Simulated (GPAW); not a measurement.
**Property calculation of C₂H₆In**

System: C₂H₆In, multiplicity 2, SMILES C[CH2][InH].
Method: PBE/plane waves, UKS, scalar-relativistic datasets (GPAW 26.7.0).

The geometry comes from this level: GFN2-xTB.

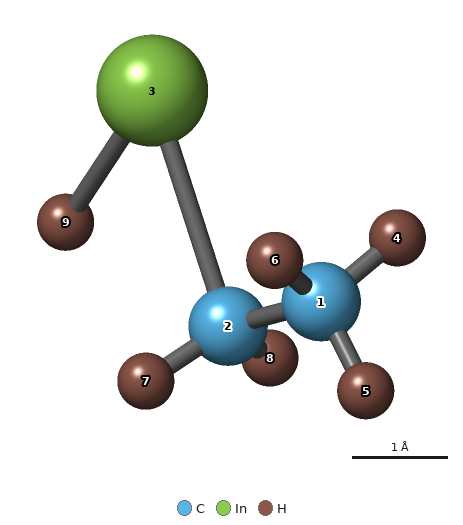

Figure 1. The structure as given in the input (ball-and-stick view, seen at a tilt; atoms are numbered from 1 in the order of the input). Sticks mark near contacts. Bond lengths as drawn: C–C 1.50 Å, C–H 1.08 to 1.10 Å, C–In 2.62 Å and H–In 2.15 Å.

**Results in brief**

| quantity | value |
| --- | --- |
| outcome | converged |
| energy relative to the program's reference atoms | −38.8589 eV |
| largest force | 0.803 eV/Å |
| dipole moment | 2.05 D |
| hardware | 1 thread of Arm Neoverse V1, 24 GiB of memory available, shared host |
| wall time | 43 s |
| peak memory | 0.81 GiB |

**Input file (mol.py)**
```python
import numpy as np
from ase import Atoms
from ase.units import Debye
from gpaw import GPAW, PW

# Atomic positions
system = Atoms(['C', 'C', 'In', 'H', 'H', 'H', 'H', 'H', 'H'],
    positions=[[ -0.367760,   0.673230,  -0.835820],
               [  0.360670,  -0.415690,  -0.105520],
               [ -0.572490,   0.144240,   2.276270],
               [ -1.452130,   0.549300,  -0.764440],
               [ -0.106740,   0.657910,  -1.900220],
               [ -0.101490,   1.662170,  -0.450630],
               [  1.433780,  -0.292520,  -0.060240],
               [  0.064310,  -1.419640,  -0.374770],
               [  0.741860,  -1.558980,   2.215380]])
system.center(vacuum=4.5)
system.set_initial_magnetic_moments([0.333333, 0.333333, 0.333333, 0.0, 0.0, 0.0, 0.0, 0.0, 0.0])

# Calculator
calc = GPAW(mode={'name': 'pw', 'ecut': 450},
            xc='PBE',
            occupations={'name': 'fermi-dirac', 'width': 0.02, 'fixmagmom': True},
            maxiter=100,
            symmetry='off',
            txt='-')
system.calc = calc

energy = system.get_potential_energy()
print(f'Energy: {energy:.5f} eV')
forces = system.get_forces()
print('Forces (eV/Ang)')
for symbol, f in zip(system.symbols, forces):
    print(f'{symbol:2} {f[0]:9.4f} {f[1]:9.4f} {f[2]:9.4f}')
dipole = system.get_dipole_moment() / Debye
print(f'Dipole = {np.linalg.norm(dipole):.3f} D')
```

Launch command:
```bash
python3 mol.py
```

**Output**
```
__  _  _
 | _ |_)|_||  |
 |__||  | ||/\| - 26.7.0

units:  Angstrom and eV
cores:  1
OpenMP: False

Versions:
  Python: 3.12.14
  ASE:    3.29.0
  Numpy:  2.5.5
  Scipy:  1.18.1
  Libxc:  7.0.0

        _gpaw.cpython-312-aarch64-linux-gnu.so

Input parameters:
  mode=PW(ecut=450),
  maxiter=100,
  occupations=Occupations(name='fermi-dirac', width=0.02, fixmagmom=True),
  symmetry=Symmetry(point_group=False, time_reversal=False),
  xc=XC(name='PBE')

Diagonalizing LCAO Hamiltonian
Converting LCAO to pw mode
         .----------------------------.
        /|                            |
       / |                            |
      /  |                            |
     /   |                            |
    /    |                            |
   /     |                            |
  /      |                            |
 *       |                            |
 |       |        In                  |
 |       |                            |
 |       |          H                 |
 |       |          H                 |
 |       |      H  CC  H              |
 |       |         HH                 |
 |       |                            |
 |       .----------------------------.
 |      /                            /
 |     /                            /
 |    /                            /
 |   /                            /
 |  /                            /
 | /                            /
 |/                            /
 *----------------------------*

Atoms  # Å, Bohr magnetons
|   | symbol |        x |        y |        z |    initial magnetic moments |
|---|--------|----------|----------|----------|-----------------------------|
| 0 |      C | 5.584370 | 6.732210 | 5.564400 | ( 0.0000,  0.0000,  0.3333) |
| 1 |      C | 6.312800 | 5.643290 | 6.294700 | ( 0.0000,  0.0000,  0.3333) |
| 2 |     In | 5.379640 | 6.203220 | 8.676490 | ( 0.0000,  0.0000,  0.3333) |
| 3 |      H | 4.500000 | 6.608280 | 5.635780 | ( 0.0000,  0.0000,  0.0000) |
| 4 |      H | 5.845390 | 6.716890 | 4.500000 | ( 0.0000,  0.0000,  0.0000) |
| 5 |      H | 5.850640 | 7.721150 | 5.949590 | ( 0.0000,  0.0000,  0.0000) |
| 6 |      H | 7.385910 | 5.766460 | 6.339980 | ( 0.0000,  0.0000,  0.0000) |
| 7 |      H | 6.016440 | 4.639340 | 6.025450 | ( 0.0000,  0.0000,  0.0000) |
| 8 |      H | 6.693990 | 4.500000 | 8.615600 | ( 0.0000,  0.0000,  0.0000) |

Unit cell  # Å
| periodic |         x |         y |         z |   lengths |    angles |
|----------|-----------|-----------|-----------|-----------|-----------|
|       no | 11.885910 |  0.000000 |  0.000000 | 11.885910 | 90.000000 |
|       no |  0.000000 | 12.221150 |  0.000000 | 12.221150 | 90.000000 |
|       no |  0.000000 |  0.000000 | 13.176490 | 13.176490 | 90.000000 |

Number of symmetries: 1
Symmetry operations  # r_c * U_cc + t_c -> r_c
|   | kind |            matrix            |
|---|------|------------------------------|
| 0 |  E   |  1, 0, 0,  0, 1, 0,  0, 0, 1 |

BZ-sampling:
  Number of BZ points: 1
  Number of IBZ points: 1

  Monkhorst-Pack size: [1, 1, 1]
  Monkhorst-Pack shift: [0, 0, 0]

K-points  # in reciprocal-cell coordinates
|   |                                coordinates |     weight |
|---|--------------------------------------------|------------|
| 0 | (  0.00000000,   0.00000000,   0.00000000) | 1.00000000 |

Plane wave coefficients: 20748
Cutoff: 450.00000000000006 eV

Spin-components: 2 (collinear spins)
Bands:           21
Projectors:      34
Spin-degeneracy: 1
Datatype:        float64

  Storage: CPU
  Wave functions: 13_942_656 bytes (13_942_656 per core)
  Projectors: 10_622_976 bytes (10_622_976 per core)

Parallelization:
  kpt:    1
  domain: 1
  band:   1

Density:
  Valence electrons: 27.0
  Components: 2
  Grid points: [60 60 70]
  Charge: 0.0  # |e|

Potential:
  Grid points: [60 60 70]

species:
  C:
    name:    Carbon
    Z:       6.0
    valence: 4
    core:    2
    charge:  0.0  # [|e|]
    file:    C.PBE.gz
    compensation charges:
      type: gauss
      rc: 0.20  # [Å]
      lmax: 2
    cutoffs:
      filter: 1.14  # [Å]
      core: 1.14  # [Å]
    projectors
    | kind |    occ | energy [eV] | rcut [Å] |
    |------|--------|-------------|----------|
    |   2s |  2.000 |     -13.751 |    0.635 |
    |   2p |  2.000 |      -5.284 |    0.635 |
    |    s |        |      13.461 |    0.635 |
    |    p |        |      21.927 |    0.635 |
    |    d |        |       0.000 |    0.635 |

    Using partial waves for C as LCAO basis

  In:
    name:    Indium
    Z:       49.0
    valence: 13
    core:    36
    charge:  0.0  # [|e|]
    file:    In.PBE.gz
    compensation charges:
      type: gauss
      rc: 0.36  # [Å]
      lmax: 2
    cutoffs:
      filter: 2.09  # [Å]
      core: 2.48  # [Å]
    projectors
    | kind |    occ | energy [eV] | rcut [Å] |
    |------|--------|-------------|----------|
    |   5s |  2.000 |      -8.203 |    1.185 |
    |   5p |  1.000 |      -2.521 |    1.244 |
    |   4d | 10.000 |     -18.629 |    1.148 |
    |    s |        |      19.008 |    1.185 |
    |    p |        |      24.691 |    1.244 |
    |    d |        |       8.583 |    1.148 |

    Using partial waves for In as LCAO basis

  H:
    name:    Hydrogen
    Z:       1.0
    valence: 1
    core:    0
    charge:  0.0  # [|e|]
    file:    H.PBE.gz
    compensation charges:
      type: gauss
      rc: 0.15  # [Å]
      lmax: 2
    cutoffs:
      filter: 0.85  # [Å]
      core: 0.53  # [Å]
    projectors
    | kind |    occ | energy [eV] | rcut [Å] |
    |------|--------|-------------|----------|
    |   1s |  1.000 |      -6.494 |    0.476 |
    |    s |        |      20.717 |    0.476 |
    |    p |        |       0.000 |    0.476 |

    Using partial waves for H as LCAO basis

Reference energy: -162105.616865  # eV

eigensolver:
  PPCG
  Converge bands: occupied
  niter=2

density mixing:
  MSR1-Mixer
  Pratt-step length: 0.05
  Maximum mixing coefficient: 0.75
  Old densities: 10
  SVD Regularization: 0.005
  Good broyden scale: 1.0
  Trust region scale: 1.0
  Backstep threshold: 4.0
  History deletion threshold: 6.0
  Fourier metric: weight=20.0, sigma=0.015

occupation numbers:
  Fixed magnetic moment: 1.000
  Fermi-Dirac:
    width: 0.0200  # eV

poisson solver:
  ecut: 3600.0000000000005  # eV

xc functional:
  name: PBE with 2 nearest neighbor stencil

Initialization done in: 2.194 s

convergence criteria:
- Maximum [total energy] change in last 3 cyles: 0.0005 eV / valence electron
- Maximum integral of absolute [dens]ity change: 0.0001 electrons / valence electron
- Maximum integral of absolute [eigenst]ate change: 4e-08 eV^2 / valence electron
maximum number of iterations: 100

SCF iterations
|iter     |     time |      energy | eigst |  dens |  magmom |
|---------|----------|-------------|-------|-------|---------|
|iter:   1| 00:00:04 |  -44.201678 | +0.43 |       |  +0.9811|
|iter:   2| 00:00:07 |  -42.706585 | -1.28 | -0.59 |  +0.9821|
|iter:   3| 00:00:10 |  -40.161708 | -0.51 | -0.63 |  +0.9934|
|iter:   4| 00:00:12 |  -38.937191 | -0.73 | -0.89 |  +0.9953|
|iter:   5| 00:00:15 |  -38.856450 | -1.56 | -1.09 |  +0.9972|
|iter:   6| 00:00:18 |  -38.825439 | -2.17 | -1.22 |  +0.9994|
|iter:   7| 00:00:21 |  -38.846292 | -3.19 | -1.75 |  +0.9998|
|iter:   8| 00:00:24 |  -38.857070 | -3.32 | -1.97 |  +1.0000|
|iter:   9| 00:00:27 |  -38.858677c| -3.65 | -2.30 |  +1.0001|
|iter:  10| 00:00:30 |  -38.858825c| -4.76 | -2.75 |  +1.0000|
|iter:  11| 00:00:33 |  -38.858865c| -5.10 | -3.05 |  +1.0000|
|iter:  12| 00:00:36 |  -38.858873c| -6.24 | -3.52 |  +1.0000|
|iter:  13| 00:00:39 |  -38.858876c| -6.60 | -3.85 |  +1.0000|
|iter:  14| 00:00:42 |  -38.858876c| -7.47c| -4.30c|  +1.0000|

Converged in 14 steps
SCF loop duration: 39.001 s (2.786 s/step)
Energy contributions relative to reference atoms: (reference = -162105.616865)

Energy contributions:
  Kinetic:          45.351266
  Coulomb:         -49.336667
  Zero:              0.245748
  External:          0.000000
  Xc:              -35.119224
  Entropy:          -0.000000
  Spinorbit:         0.000000
  ----------------------------
  Free energy:     -38.858876
  Extrapolated:    -38.858876

dipole moment: (-0.131066, 0.257320, -0.313080)  # |e|*Ang

Total magnetic moment: (0.000000, 0.000000, 0.999999)

Local magnetic moments
|        x |        y |         z |
|----------|----------|-----------|
| 0.000000 | 0.000000 |  0.006013 |  # C    0
| 0.000000 | 0.000000 |  0.204901 |  # C    1
| 0.000000 | 0.000000 |  0.032312 |  # In   2
| 0.000000 | 0.000000 |  0.003911 |  # H    3
| 0.000000 | 0.000000 |  0.026117 |  # H    4
| 0.000000 | 0.000000 |  0.004017 |  # H    5
| 0.000000 | 0.000000 | -0.002498 |  # H    6
| 0.000000 | 0.000000 | -0.002691 |  # H    7
| 0.000000 | 0.000000 |  0.061371 |  # H    8

Fermi levels: -4.328, -3.871
Eigenvalues  # (at kpt = [0.000, 0.000, 0.000])
| band index |      eig [eV] | occ [0-1] |      eig [eV] | occ [0-1] |
|------------|---------------|-----------|---------------|-----------|
|          0 |       -18.899 |     1.000 |       -18.623 |     1.000 |
|        ... |               |           |               |           |
|          6 |       -14.888 |     1.000 |       -14.557 |     1.000 |
|          7 |       -11.007 |     1.000 |       -10.894 |     1.000 |
|          8 |       -10.515 |     1.000 |       -10.209 |     1.000 |
|          9 |        -9.302 |     1.000 |        -9.141 |     1.000 |
|         10 |        -8.507 |     1.000 |        -8.414 |     1.000 |
|         11 |        -8.166 |     1.000 |        -7.896 |     1.000 |
|         12 |        -4.951 |     1.000 |        -4.334 |     1.000 |
|         13 |        -4.618 |     1.000 |        -3.581 |     0.000 |
|         14 |        -2.005 |     0.000 |        -1.956 |     0.000 |
|         15 |        -1.003 |     0.000 |        -0.750 |     0.000 |
|         16 |        -0.295 |     0.000 |        -0.189 |     0.000 |
|         17 |         0.127 |     0.000 |         0.210 |     0.000 |
|         18 |         0.507 |     0.000 |         0.585 |     0.000 |
|         19 |         0.657 |     0.000 |         0.705 |     0.000 |
|         20 |         0.731 |     0.000 |         0.780 |     0.000 |

Gap: 0.753 eV
Transition (v -> c):
  (s=1, k=0, n=12, [0.00, 0.00, 0.00]) -> (s=1, k=0, n=13, [0.00, 0.00, 0.00])
No difference between direct/indirect transitions
vacuum-level: 0.309  # V
Energy: -38.85888 eV

Forces  # eV/Ang
|        x |        y |        z |
|----------|----------|----------|
| -0.01389 | -0.11818 |  0.53871 |  # C    0
| -0.12986 |  0.29161 | -0.45116 |  # C    1
|  0.47733 | -0.63911 |  0.03953 |  # In   2
| -0.26993 |  0.07701 | -0.07065 |  # H    3
|  0.08511 |  0.00557 | -0.40474 |  # H    4
| -0.01942 |  0.28333 | -0.01513 |  # H    5
|  0.45524 | -0.04139 |  0.27247 |  # H    6
| -0.10601 | -0.50198 |  0.15624 |  # H    7
| -0.47840 |  0.64143 | -0.06663 |  # H    8

Force computation time: 1.133  # s
Forces (eV/Ang)
C    -0.0139   -0.1182    0.5387
C    -0.1299    0.2916   -0.4512
In    0.4773   -0.6391    0.0395
H    -0.2699    0.0770   -0.0707
H     0.0851    0.0056   -0.4047
H    -0.0194    0.2833   -0.0151
H     0.4552   -0.0414    0.2725
H    -0.1060   -0.5020    0.1562
H    -0.4784    0.6414   -0.0666
Dipole = 2.046 D
```
